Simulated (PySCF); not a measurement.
| atom | x (Å) | y (Å) | z (Å) |
| --- | --- | --- | --- |
| C | 1.2254 | 0.8569 | -0.0363 |
| C | 0.3182 | -0.1094 | 0.1226 |
| C | -0.7627 | 0.0133 | 1.1212 |
| C | -2.1315 | 0.2571 | 0.5054 |
| F | -0.5345 | 1.1494 | 2.0077 |
| H | 2.1220 | 0.6906 | -0.6518 |
| H | 1.0800 | 1.7989 | 0.2968 |
| H | 0.4679 | -1.0763 | -0.3055 |
| H | -0.8973 | -0.8531 | 1.8023 |
| H | -2.2387 | -0.3854 | -0.3869 |
| H | -2.8804 | 0.0671 | 1.2850 |
| H | -2.2429 | 1.2722 | 0.1140 |

Geometry: GFN2-xTB, MD frame at 250 fs, 300 K.

All numbers below come from PBE0/pcSseg-1, SCF density, gas phase, non-relativistic (PySCF 2.14.0).

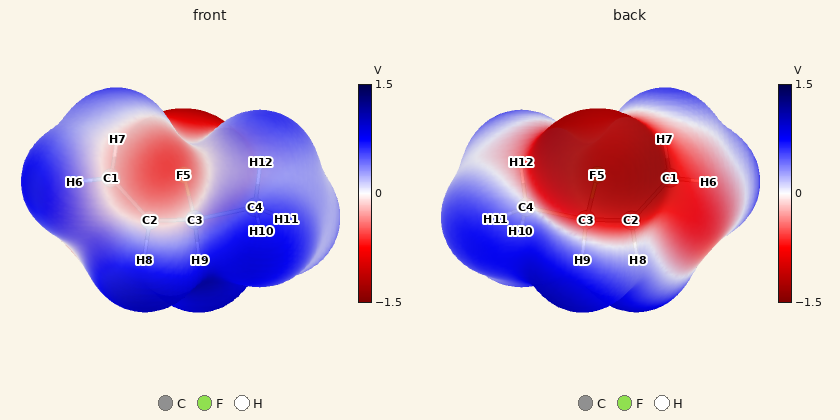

C4H7F (SMILES C=C[C@H](C)F). The molecular electrostatic potential painted on the density surface at 0.002 e/bohr³, seen from the front and from behind; red is negative and blue positive.

**Describe the electrostatic potential map.**

The most negative region (about −1.3 V) lies over F5, the most positive (about +1.1 V) over C2 and C3.
